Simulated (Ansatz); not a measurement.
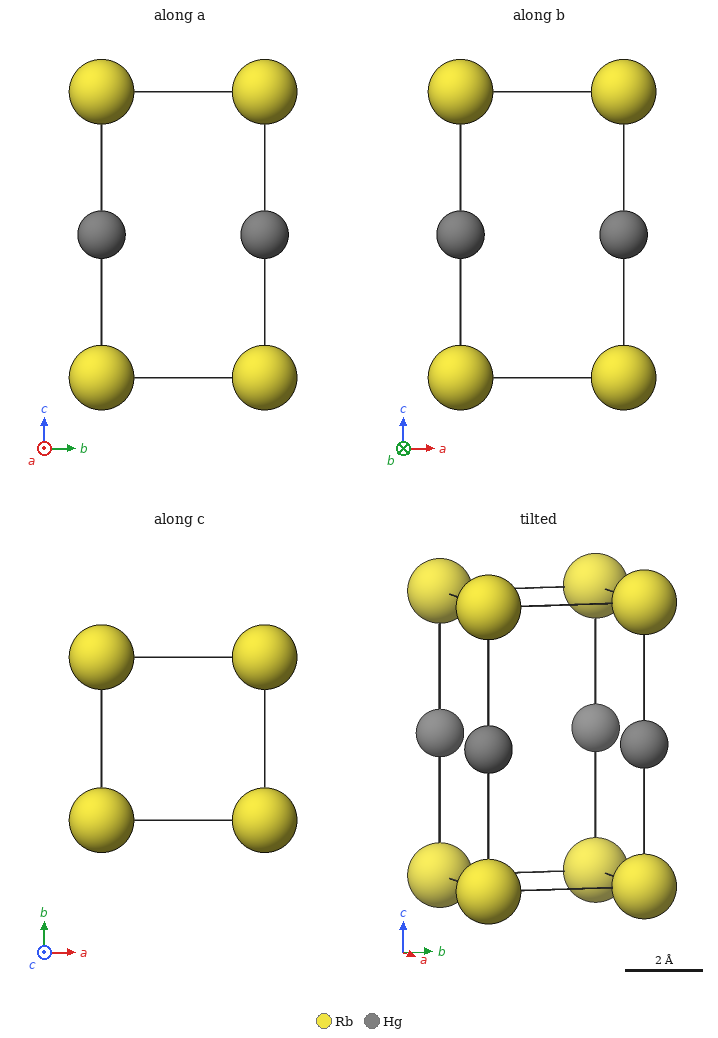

A spheres-only rendering, viewed along the a axis, along the b axis, along the c axis and slightly off an axis. The frame is the conventional unit cell; atoms at its boundary are shown with their periodic copies.

Lattice parameters: a = 4.264 Å, b = 4.264 Å, c = 7.474 Å, α = 90.00°, β = 90.00°, γ = 90.00°. Put a along x and b in the xy plane.

> From the views, write a POSCAR file.

```
Rb Hg
1.0
     4.264    0.000    0.000
     0.000    4.264    0.000
     0.000    0.000    7.474
Rb Hg
1 1
Direct
  0.0000 0.0000 0.0000
  0.0000 0.0000 0.5000
```

The structure comes from a random cell made by a generator, so it need not be a real form of the compound. This is the structure after a relaxation with Ansatz, DFT PBE, scalar-relativistic, plane waves, PAW.
